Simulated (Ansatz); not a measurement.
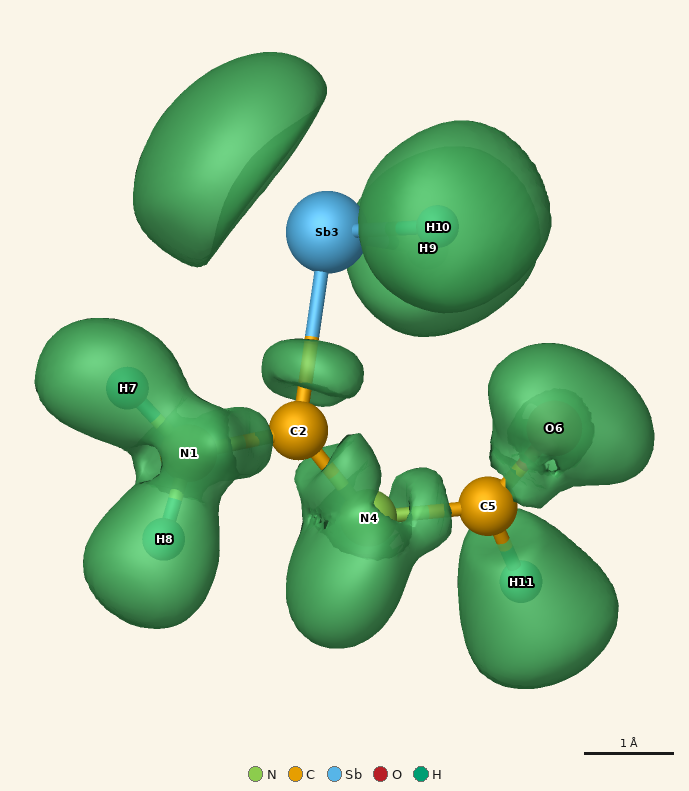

C₂H₅N₂OSb. Isosurface of the electron localisation function at 0.75 (green), seen at a tilt. Core shells and regions of very low density are left out.

Core potentials replace the inner electrons of Sb.

Level of theory: RKS B3LYP/def2-SVP (Ansatz).

```xyz
11

N     0.1806   -1.3442   -1.4904
C    -0.0177   -0.4769   -0.4747
Sb    1.4303   -0.8798    1.2229
N    -0.9618    0.3950   -0.5644
C    -1.1275    1.4595    0.3004
O    -0.2626    2.0278    0.9343
H     0.8364   -2.1113   -1.4178
H    -0.4131   -1.2795   -2.3139
H     0.3721   -0.2802    2.4301
H     2.2186    0.6323    1.0598
H    -2.1898    1.8000    0.3342
```

Where are the electrons localised?

At this value the surface marks out three regions around hydrogen nuclei, one lobe of the valence shell of C pointing towards Sb (polar bonds), one region on N in which the atom's valence shell and bonds are merged, one region on O in which the atom's valence shell and bonds are merged, one lobe on Sb, pointing away from the bonds (lone pairs) and one joined region spread over several atoms (H, N), in which their bonds and any lone pairs are merged. Along the contacts the grid gives the following. C–O (1.21 Å): the ELF peaks at about 0.85 between the atoms: a multiple bond. C–N (1.29 Å): the ELF peaks at about 0.90 between the atoms; localised, covalent bonding.
